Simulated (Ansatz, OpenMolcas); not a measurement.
**Exact exchange and the HOMO–LUMO gap of GeSiH6O**

The species is GeSiH6O (9 atoms), meant as a singlet with charge 0. As SMILES, `[SiH3][O][GeH3]`. The shape is that of a PBE0-D4/def2-TZVP optimisation.

The HOMO–LUMO gap y, in eV, basis def2-SVP; a is the functional's share of exact exchange. Programs: Ansatz 0.2.0, OpenMolcas 26.06.

| functional | program | a | y (eV) |
| --- | --- | --- | --- |
| TPSS | OpenMolcas | 0 | 6.49 |
| PBE | Ansatz | 0 | 6.07 |
| B3LYP | Ansatz | 0.2 | ? |
| r2SCAN0 | Ansatz | 0.25 | 8.93 |
| PBE0 | Ansatz | 0.25 | 8.46 |
| BHLYP | Ansatz | 0.5 | 10.81 |

Q: Fit y = c + s·a to the known rows and predict B3LYP.

A: 
1. Means of the 5 rows: a = 0.2000, y = 8.152.
2. Σ(Δa)² = 0.175, Σ(Δa·Δy) = 1.6005, so the slope is 1.6005/0.175 = 9.1457.
3. Intercept: 8.152 − (9.1457) × 0.2000 = 6.323. The largest residual of the fit is 0.32.
4. B3LYP: 6.323 + (9.1457) × 0.2 = 8.15 eV.

The run gave 8.01 eV, so the prediction is off by +0.14 eV, within the largest residual. Exact exchange lowers occupied levels and raises empty ones. The rows mix families of semi-local functionals, which the line can't see.

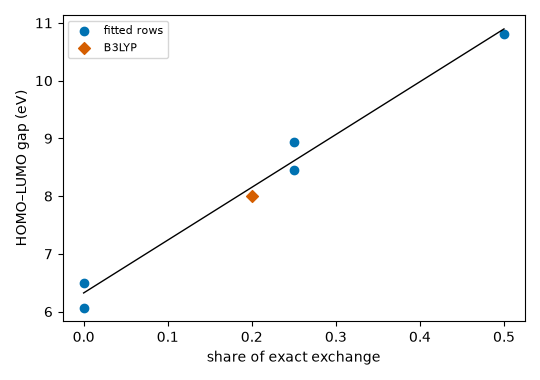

The fitted line, with the withheld row.
